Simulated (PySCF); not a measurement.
**EPR calculation, with input and output: C4H8FO2Si**

System: C4H8FO2Si, multiplicity 2.
Method: UKS B3LYP, pcH-1 on C F H O Si, non-relativistic, mean-field spin-orbit, GIAO (PySCF 2.14.0).

It belongs to a series of runs on one base structure; here: H added to sp2 C.

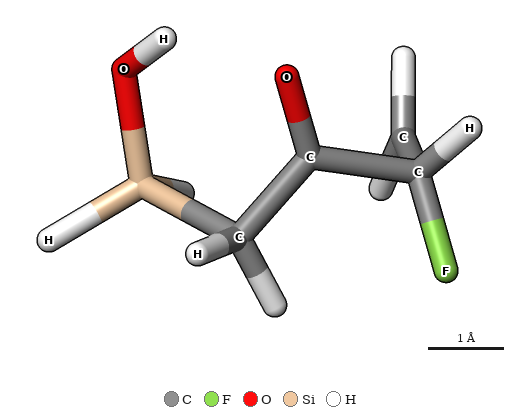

Figure 1. The input geometry (stick view, seen at a tilt).

The input
```
{"job": {"kind": "epr", "basis": "pcH-1"}, "charge": 0, "multiplicity": 2}
C     -1.555027    -1.052690    -0.320378
C     -1.864945     0.262909     0.209544
F     -2.148983     1.194368    -0.759260
C     -0.501104     0.552674     0.889977
O     -0.329960     0.208126     2.045287
C      0.555573     1.100529     0.027334
Si     1.926835    -0.260583    -0.127690
O      2.013033    -1.027883     1.285499
H     -1.125296    -1.141169    -1.298019
H     -1.612377    -1.907771     0.320832
H     -2.664523     0.294577     0.956301
H      1.013484     1.942504     0.543181
H      0.179862     1.436280    -0.932332
H      3.190681     0.422390    -0.377885
H      1.546821    -1.201368    -1.177419
H      1.368327    -0.813950     1.971102
```

The first line tells a small driver script what to run in PySCF; the rest is the geometry in Å.

Command:
```bash
OMP_NUM_THREADS=1 python <driver script> task.json out
```

Output
```
UKS, coarse grid
  cycle   1  E = -696.77275504  |g| = 8.67e-01
  cycle   2  E = -695.67472533  |g| = 1.85e+00
  cycle   3  E = -696.97893643  |g| = 3.49e-01
  cycle   4  E = -697.03082647  |g| = 1.06e-01
  cycle   5  E = -697.03447758  |g| = 4.04e-02
  cycle   6  E = -697.03517336  |g| = 1.29e-02
  cycle   7  E = -697.03527211  |g| = 4.39e-03
  cycle   8  E = -697.03529066  |g| = 2.45e-03
  cycle   9  E = -697.03529464  |g| = 7.53e-04
UKS, final grid
  cycle   1  E = -697.03532658  |g| = 1.11e-03
  cycle   2  E = -697.03532562  |g| = 2.04e-03
  cycle   3  E = -697.03532705  |g| = 2.81e-04
  cycle   4  E = -697.03532708  |g| = 7.01e-05
  cycle   5  E = -697.03532709  |g| = 4.44e-05
  cycle   6  E = -697.03532709  |g| = 1.37e-05
E = -697.03532709 Eh   <S^2> = 0.7564 (exact 0.7500)
g shifts (ppm)      1          2          3
  rmc          -158       -158       -158
  gc             19         27         44
  oz_so          41        951       2072
  total         -99        820       1958
hyperfine (MHz)  atom isotope    a_iso     a_fc   dipolar eigenvalues
    0   13C      81.87      81.95    -75.44    -74.46    149.90
    1   13C     -25.22     -25.22     -4.12      0.14      3.97
    2   19F      42.35      42.05    -27.30    -23.56     50.87
    3   13C      70.18      70.19    -11.29     -5.21     16.49
    4   17O      -4.59      -4.51    -27.93     11.02     16.90
    5   13C      -2.06      -2.07     -2.37     -0.90      3.27
    6  29Si     -14.25     -14.26     -2.15      0.96      1.18
    7   17O       0.24       0.24     -0.79      0.13      0.66
    8    1H     -58.85     -58.87    -36.33     -0.19     36.52
    9    1H     -59.87     -59.89    -36.12     -0.37     36.49
   10    1H      69.37      69.37     -5.06     -3.59      8.65
   11    1H      -2.30      -2.31     -2.02     -1.31      3.33
   12    1H       1.09       1.09     -2.31     -1.73      4.04
   13    1H      15.28      15.28     -0.79     -0.67      1.46
   14    1H       0.62       0.63     -2.57     -1.66      4.24
   15    1H      -0.72      -0.72     -2.37     -0.89      3.26
```

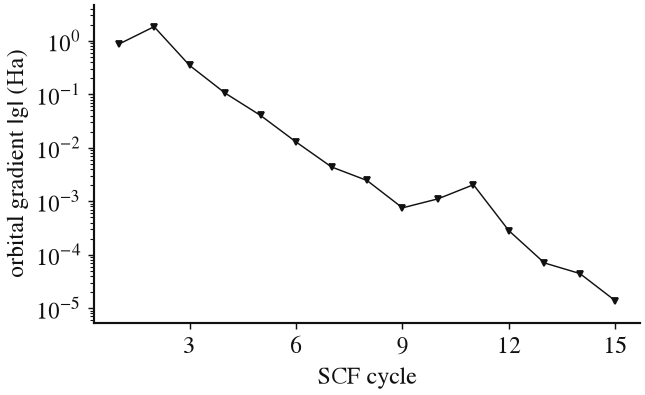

Figure 2. Convergence of the self-consistent field: orbital gradient |g| against the SCF cycle. All cycles printed in the log are drawn one after another.

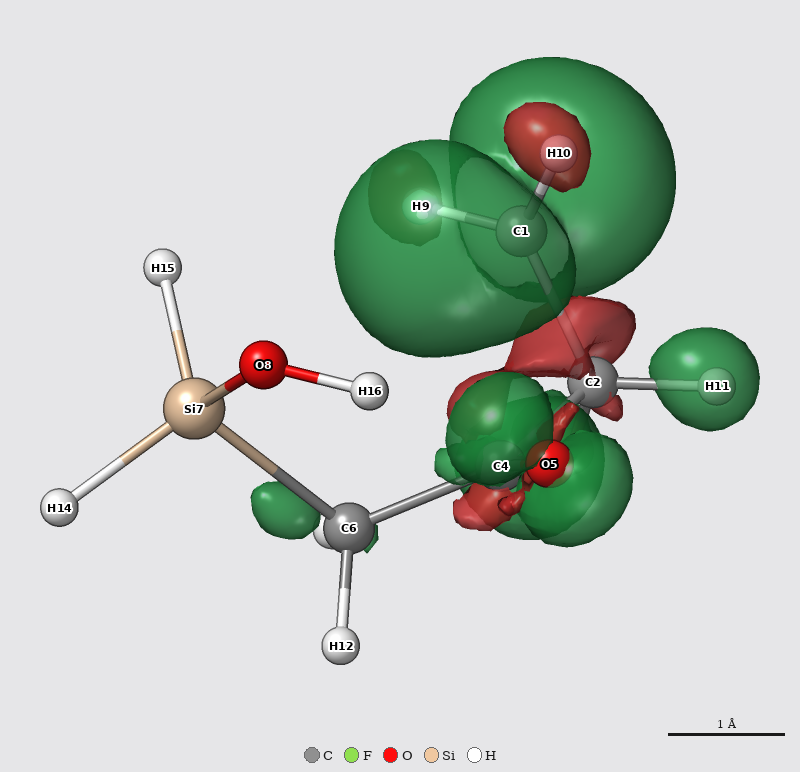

Figure 3. Isosurfaces of the spin density at +0.015 (green) and −0.015 e/Å³ (red), seen at a tilt. The unpaired spin (1 electron) lies mostly on C1 (about 0.7) and H9 (about 0.1), in electrons by Hirshfeld's partition.

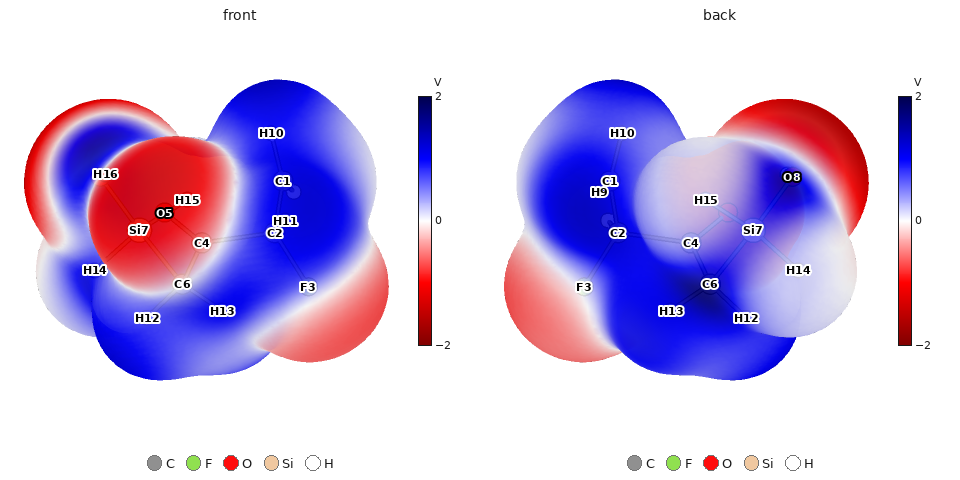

Figure 4. The electrostatic potential painted on the density surface at 0.002 e/bohr³, seen at a tilt and from behind; red is negative and blue positive. A positive charge is drawn to the negative regions and a negative charge to the positive ones.

Key numbers

```json
{"quantity": "outcome", "value": "converged"}
{"quantity": "total energy", "value": "−697.035327 hartree"}
{"quantity": "⟨S²⟩", "value": "0.756"}
{"quantity": "isotropic g", "value": "2.0032"}
{"quantity": "hardware", "value": "1 CPU thread, shared host"}
{"quantity": "wall time", "value": "98 s"}
{"quantity": "peak memory", "value": "0.97 GiB"}
```
